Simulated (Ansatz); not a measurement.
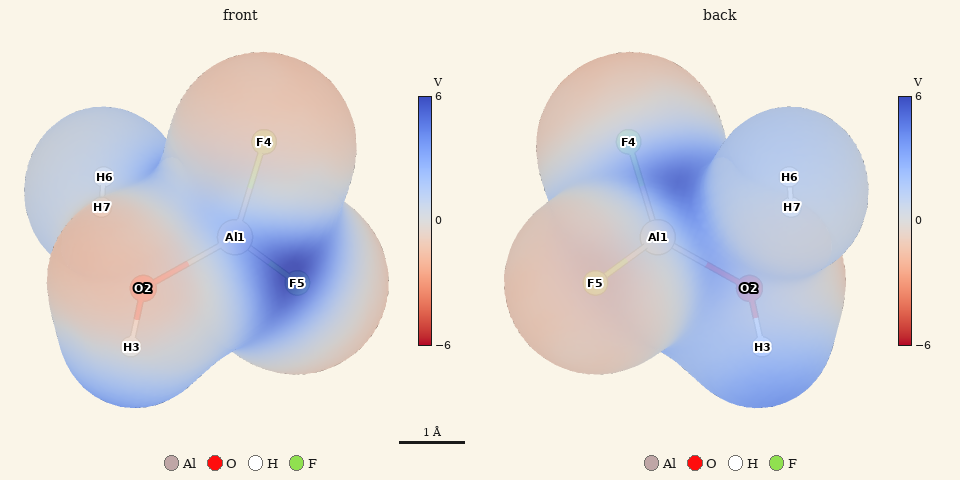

The picture shows: AlF2HO···H2. The electrostatic potential painted on the density surface at 0.004 e/bohr³, seen from the front and from behind; red is negative and blue positive.

Not at a stationary point (largest force 1.9 eV/Å).

Level of theory: RKS PBE-D4/def2-SVP (Ansatz).

```xyz
7

Al   -0.0370   -0.2171    0.1079
O    -0.0051   -0.3399    1.8513
H    -0.8564   -0.4173    2.3147
F     1.4031   -0.2519   -0.7204
F    -1.4582   -0.1509   -0.7579
H     0.1110    2.4135    0.9126
H     0.0812    1.8108    1.3178
```

Question: Describe the electrostatic potential map.

Answer: The most negative region (about −1.5 V, or −35 kcal/mol for a unit charge) lies over O2, the most positive (about +5.7 V, or +131 kcal/mol for a unit charge) over Al1. O2 is the likeliest acceptor of a hydrogen bond.
